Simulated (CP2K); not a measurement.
# CH4FNOSi (SMILES N[Si]1(F)CO1): MNDOD

Aim: the energy change on altering one bond length of CH4FNOSi at MNDOD, from 2 runs. 

Program for the calculation: CP2K 2026.2.

3 further runs of the same task are left out: 3 set aside as unsound or not needed.

## 1. The molecule

CH4FNOSi has 9 atoms, charge 0, and is taken as a singlet. SMILES: `N[Si]1(F)CO1`. The coordinates come from a GFN2-xTB relaxation. This is one conformer, not always the lowest.

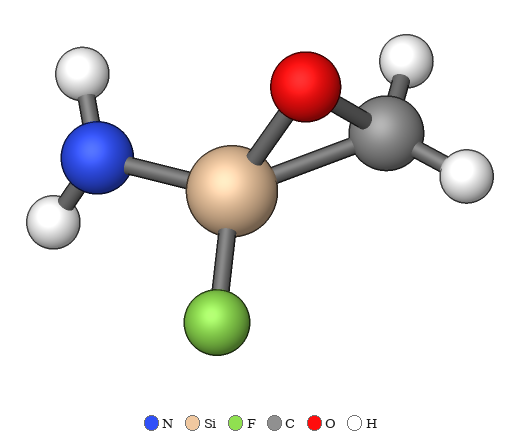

Viewed from a chosen angle; nitrogen blue, silicon light orange, fluorine green, carbon grey, oxygen red, hydrogen white.

## 2. Energy and gradient at MNDOD

Contents of molecule.inp:

```
&GLOBAL
  PROJECT molecule
  RUN_TYPE ENERGY_FORCE
  PRINT_LEVEL MEDIUM
&END

&FORCE_EVAL
  METHOD Quickstep
  &DFT
    &QS
      METHOD MNDOD
      EPS_DEFAULT 1.0E-10
      &SE
        &COULOMB
          CUTOFF [angstrom] 50
          RC_RANGE [angstrom] 0
        &END
        &EXCHANGE
          CUTOFF [angstrom] 50
          RC_RANGE [angstrom] 0
        &END
      &END
    &END
    &POISSON
      PERIODIC NONE
      POISSON_SOLVER ANALYTIC
    &END
    &SCF
      SCF_GUESS ATOMIC
      EPS_SCF 1.0E-06
      MAX_SCF 150
      ADDED_MOS 4
      &DIAGONALIZATION
        ALGORITHM STANDARD
      &END
      &MIXING
        METHOD DIRECT_P_MIXING
        ALPHA 0.4
      &END
    &END
    &PRINT
      &MOMENTS
        PERIODIC F
        REFERENCE COM
        MAX_MOMENT 1
      &END
      &MO ON
        ENERGIES T
        OCCUPATION_NUMBERS T
        NDIGITS 6
        &EACH
          QS_SCF 0
        &END
        ADD_LAST NUMERIC
      &END
      &HIRSHFELD OFF
      &END
    &END
  &END
  &SUBSYS
    &CELL
      ABC 14.9 15.6 14.8
      PERIODIC NONE
    &END
    &COORD
      N      0.684620     1.167720    -1.079360
      Si     0.273340    -0.296120    -0.320510
      F      1.366820    -1.376380    -0.768160
      C     -0.736120    -0.648300     1.171830
      O     -1.281190    -0.763670    -0.228390
      H      0.051300     1.947140    -1.046920
      H      1.645730     1.460050    -1.111650
      H     -0.741990    -1.610610     1.663490
      H     -1.262510     0.120180     1.719670
    &END
    &TOPOLOGY
      &CENTER_COORDINATES
      &END
    &END
  &END
  &PRINT
    &FORCES ON
    &END
  &END
&END
```

Started as:

```sh
OMP_NUM_THREADS=1 cp2k.psmp -i molecule.inp > molecule.out 2>&1
```

Output:

```text
CP2K| version string:                                       CP2K version 2026.2
[...]
 GLOBAL| Method name                                                        CP2K
[...]
 GLOBAL| Run type                                                   ENERGY_FORCE
[...]
                             - Atoms:                                          9
[...]
                             - Spherical basis functions:                     29
[...]
 Number of electrons:                                                         30
[...]
     1 P_Mix/Diag. 0.40E+00    0.0     0.78286283       -39.3991076726 -3.94E+01
[...]
    17 DIIS/Diag.  0.15E-06    0.0     0.00000035       -47.0941803645 -7.31E-12
  *** SCF run converged in    17 steps ***
  Core-core repulsion energy [eV]:                           2210.18845230142688
  Core Hamiltonian energy [eV]:                             -2141.02587837197689
  Two-electron integral energy [eV]:                        -2701.32078647409389
  Electronic energy [eV]:                                   -3491.68627160902406
  Total energy [eV]:                                        -1281.49781930759696
  Atomic reference energy [eV]:                              1276.50619152749823
  Heat of formation [kcal/mol]:                              -115.10968030211893
[...]
 SE_DIPOLE| Moment [Debye]         -1.72231097      -2.73563679      -0.99465795
 SE_DIPOLE| Derivative [a.u.]       0.00000000       0.00000000       0.00000000
 ENERGY| Total FORCE_EVAL ( QS ) energy [hartree]            -47.094180364474397
 FORCES| Atomic forces [hartree/bohr]
 FORCES|   Atom     x               y               z               |f|
 FORCES|      1  7.37266822E-03  2.41528096E-02 -1.03175631E-03   2.52740770E-02
 FORCES|      2  2.77321371E-02  4.52937548E-02  9.30793508E-03   5.39187658E-02
 FORCES|      3  5.54492533E-02 -5.40646600E-02 -1.99925771E-02   7.99831876E-02
 FORCES|      4 -1.40522281E-03  3.27017764E-03 -1.77051079E-02   1.80593344E-02
 FORCES|      5 -8.21393448E-02 -2.45756233E-02  3.59001657E-03   8.58121288E-02
 FORCES|      6  2.34866772E-03  3.92366570E-03 -3.53247019E-03   5.77838543E-03
 FORCES|      7 -5.26251819E-04  5.82126789E-03 -4.69654088E-03   7.49810623E-03
 FORCES|      8  3.91163109E-04 -1.71398494E-02  1.64375981E-02   2.37512542E-02
 FORCES|      9 -9.22306997E-03  1.33184571E-02  1.76229027E-02   2.39376904E-02
 FORCES| Sum    -3.60822483E-16  1.66533454E-15 -1.01307851E-15
 FORCES| Total atomic force                                       1.98238746E-15
[...]
```

It took 0.28 s on 1 thread of Arm Neoverse V1, shared host.

## 3. The distorted shape, same level

Contents of job.inp:

```
&GLOBAL
    PROJECT_NAME job
    RUN_TYPE ENERGY_FORCE
    PRINT_LEVEL MEDIUM
&END GLOBAL

&FORCE_EVAL
    METHOD QUICKSTEP
    &DFT
        # Quickstep
        &QS
            METHOD MNDOD
            EPS_DEFAULT 1.0E-10
            &SE
                &COULOMB
                    CUTOFF [angstrom] 50
                    RC_RANGE [angstrom] 0
                &END COULOMB
                &EXCHANGE
                    CUTOFF [angstrom] 50
                    RC_RANGE [angstrom] 0
                &END EXCHANGE
            &END SE
        &END QS
        # cluster boundary conditions
        &POISSON
            PERIODIC NONE
            POISSON_SOLVER ANALYTIC
        &END POISSON
        # self-consistent field
        &SCF
            SCF_GUESS ATOMIC
            EPS_SCF 1.0E-06
            MAX_SCF 150
            ADDED_MOS 4
            &DIAGONALIZATION
                ALGORITHM STANDARD
            &END DIAGONALIZATION
            &MIXING
                METHOD DIRECT_P_MIXING
                ALPHA 0.4
            &END MIXING
        &END SCF
        # extra output
        &PRINT
            &MOMENTS
                PERIODIC F
                REFERENCE COM
                MAX_MOMENT 1
            &END MOMENTS
            &MO ON
                ENERGIES T
                OCCUPATION_NUMBERS T
                NDIGITS 6
                &EACH
                    QS_SCF 0
                &END EACH
                ADD_LAST NUMERIC
            &END MO
            &HIRSHFELD OFF
            &END HIRSHFELD
        &END PRINT
    &END DFT
    # atoms, cell and kinds
    &SUBSYS
        &CELL
            ABC 14.9 15.7 14.8
            PERIODIC NONE
        &END CELL
        &COORD
            N      0.685207     1.263938    -1.128519
            Si     0.273927    -0.199902    -0.369669
            F      1.367407    -1.280162    -0.817319
            C     -0.735533    -0.552082     1.122671
            O     -1.280603    -0.667452    -0.277549
            H      0.051887     2.043358    -1.096079
            H      1.646317     1.556268    -1.160809
            H     -0.741990    -1.610610     1.663490
            H     -1.261923     0.216398     1.670511
        &END COORD
        &TOPOLOGY
            &CENTER_COORDINATES
            &END CENTER_COORDINATES
        &END TOPOLOGY
    &END SUBSYS
    # extra output
    &PRINT
        &FORCES ON
        &END FORCES
    &END PRINT
&END FORCE_EVAL
```

Started as:

```sh
OMP_NUM_THREADS=1 cp2k.psmp job.inp > job.out
```

Output:

```text
CP2K| version string:                                       CP2K version 2026.2
[...]
 GLOBAL| Method name                                                        CP2K
[...]
 GLOBAL| Run type                                                   ENERGY_FORCE
[...]
                             - Atoms:                                          9
[...]
                             - Spherical basis functions:                     29
[...]
 Number of electrons:                                                         30
[...]
     1 P_Mix/Diag. 0.40E+00    0.0     0.78288334       -39.4513315816 -3.95E+01
[...]
    17 DIIS/Diag.  0.14E-06    0.0     0.00000032       -47.0909511180 -6.74E-12
  *** SCF run converged in    17 steps ***
  Core-core repulsion energy [eV]:                           2204.34159195047732
  Core Hamiltonian energy [eV]:                             -2139.93498037690688
  Two-electron integral energy [eV]:                        -2691.63311723135484
  Electronic energy [eV]:                                   -3485.75153899258430
  Total energy [eV]:                                        -1281.40994704210675
  Atomic reference energy [eV]:                              1276.50619152749823
  Heat of formation [kcal/mol]:                              -113.08329756013607
[...]
 SE_DIPOLE| Moment [Debye]         -1.70389246      -2.74374609      -1.00010171
 SE_DIPOLE| Derivative [a.u.]       0.00000000       0.00000000       0.00000000
 ENERGY| Total FORCE_EVAL ( QS ) energy [hartree]            -47.090951117995878
 FORCES| Atomic forces [hartree/bohr]
 FORCES|   Atom     x               y               z               |f|
 FORCES|      1  7.32311747E-03  2.41799685E-02 -9.63406921E-04   2.52829404E-02
 FORCES|      2  2.70091321E-02  4.31009723E-02  1.19185162E-02   5.22421100E-02
 FORCES|      3  5.54095508E-02 -5.40254404E-02 -2.00217090E-02   7.99364458E-02
 FORCES|      4 -1.48086125E-03 -5.19203372E-02  9.30454653E-03   5.27682570E-02
 FORCES|      5 -8.13079206E-02 -2.59624445E-02  8.02377228E-03   8.57286848E-02
 FORCES|      6  2.36682892E-03  3.93235668E-03 -3.55618775E-03   5.80618459E-03
 FORCES|      7 -5.27288471E-04  5.82339227E-03 -4.71669964E-03   7.51246872E-03
 FORCES|      8 -2.47534071E-05  4.55523789E-02 -1.81671489E-02   4.90414634E-02
 FORCES|      9 -8.76780559E-03  9.31915353E-03  1.81783172E-02   2.22299854E-02
 FORCES| Sum    -5.55111512E-17  3.33066907E-16 -1.16573418E-15
 FORCES| Total atomic force                                       1.21365202E-15
[...]
```

It took 0.28 s on 1 thread of Arm Neoverse V1, shared host.

## 4. Outcome

Level: MNDOD.

| quantity | value |
| --- | --- |
| first shape: total energy | -47.09418 Eh |
| first shape: dipole moment | 3.38 D |
| first shape: HOMO energy | -10.57 eV |
| first shape: LUMO energy | 0.83 eV |
| first shape: HOMO–LUMO gap | 11.40 eV |
| first shape: heat of formation at this unrelaxed shape | -115.1 kcal/mol |
| first shape: largest force on an atom | 4.413 eV/Å |
| distorted shape: total energy | -47.09095 Eh |
| distorted shape: dipole moment | 3.38 D |
| distorted shape: HOMO energy | -10.54 eV |
| distorted shape: LUMO energy | 0.83 eV |
| distorted shape: HOMO–LUMO gap | 11.37 eV |
| distorted shape: heat of formation at this unrelaxed shape | -113.1 kcal/mol |
| distorted shape: largest force on an atom | 4.408 eV/Å |
| energy change with the C4–H8 bond stretched from 1.081 to 1.189 Å | 0.088 eV |

With the C4–H8 bond stretched from 1.081 to 1.189 Å the energy rises by 0.09 eV (8.5 kJ/mol). The first shape isn't relaxed at this level, so the change isn't measured from a minimum. The largest force (first shape) is 4.41 eV/Å: the shape isn't a stationary point for this species at this level.
